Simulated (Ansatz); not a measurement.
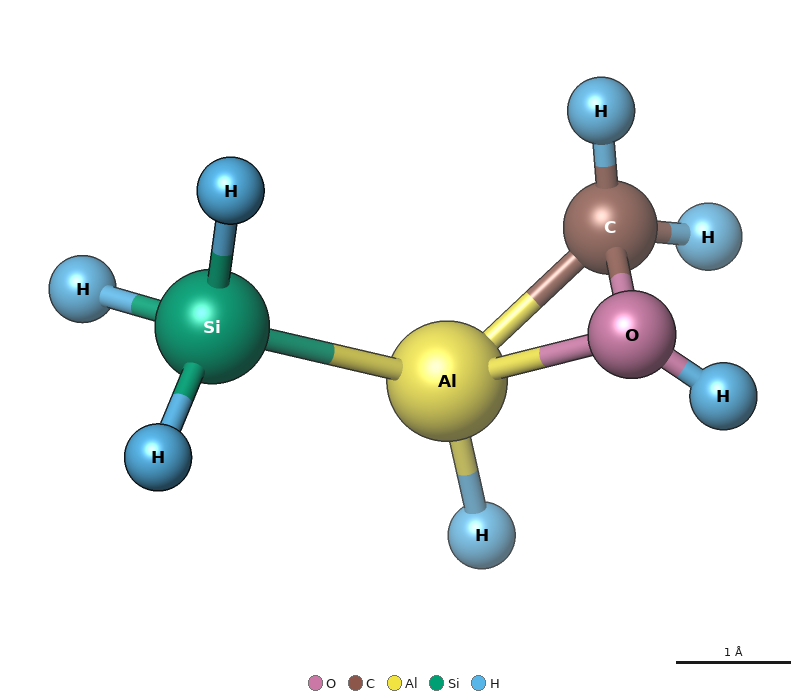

Atoms fade into the background with distance from the viewer. The computed structure is the end point of a PBE-D4/def2-SVP optimisation. No frequency run is at hand to confirm it as a minimum. Masses are those of the most abundant isotopes; constants are for the rigid equilibrium geometry.

### Classify the rotor and give the rotational constants (GHz).

An asymmetric top (C1): A = 9.18, B = 2.02, C = 1.95 GHz. Ray's parameter κ is −0.98, close to the prolate limit.
